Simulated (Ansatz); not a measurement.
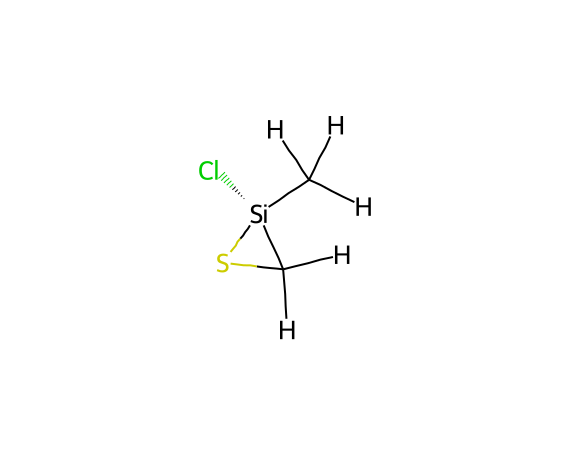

Structural formula above. The geometry was computed by an optimisation with PBE0-D4/def2-TZVP. No frequency run is at hand to confirm it as a minimum.

Describe the 3D structure.

The molecule is C2H5ClSSi. SMILES: `C[Si@@]1(Cl)CS1`. Independent rings (smallest set): 1 of 3 members. The point group is C1. Coordination, clear cases only: 1 C tetrahedral.

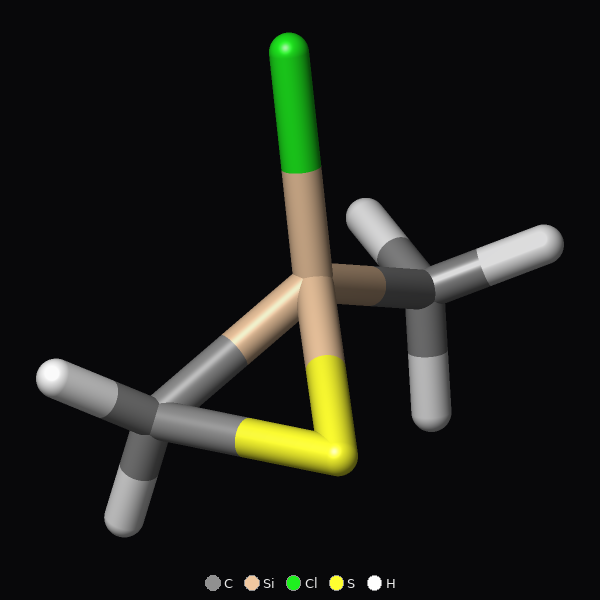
